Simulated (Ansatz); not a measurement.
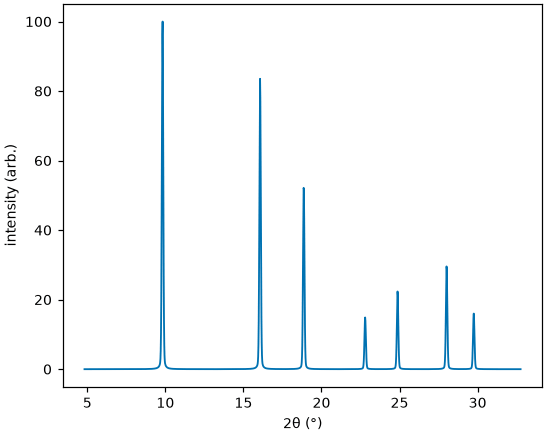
Figure. Simulated powder pattern, Ag Kα, λ = 0.560885 Å

The pattern belongs to a structure relaxed with the program Ansatz at the PBEsol level (PAW).

Question: Which compound is it?
(A) Ta, diamond
(B) Pd, diamond
(C) Ge, diamond
(D) SnGe, CsCl type

Answer: C, Ge, diamond

Space group Fd-3m (diamond). Symmetry was held in the PBEsol relaxation.

Potentials: the earlier of the program's two PAW sets. The files were generated under PBE; for other functionals the program regenerates the frozen cores, and for LDA and PBEsol the local potential too.
